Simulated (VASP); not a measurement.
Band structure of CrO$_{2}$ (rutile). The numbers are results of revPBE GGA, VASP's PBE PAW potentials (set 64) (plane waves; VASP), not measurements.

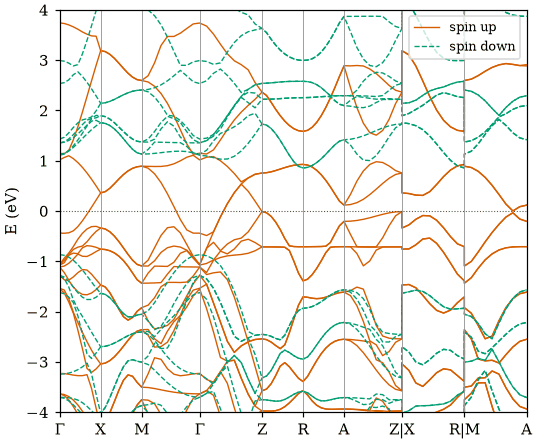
Fig. 1. Bands along high-symmetry lines, zero at the valence-band maximum or, without a gap, the Fermi level

Read the plot: is there a gap, and where are the band edges?

It has no gap at this level: it comes out as a metal or semimetal. (Edges off the drawn lines would not show.)

The compound is CrO2 in the rutile structure. It was relaxed first.
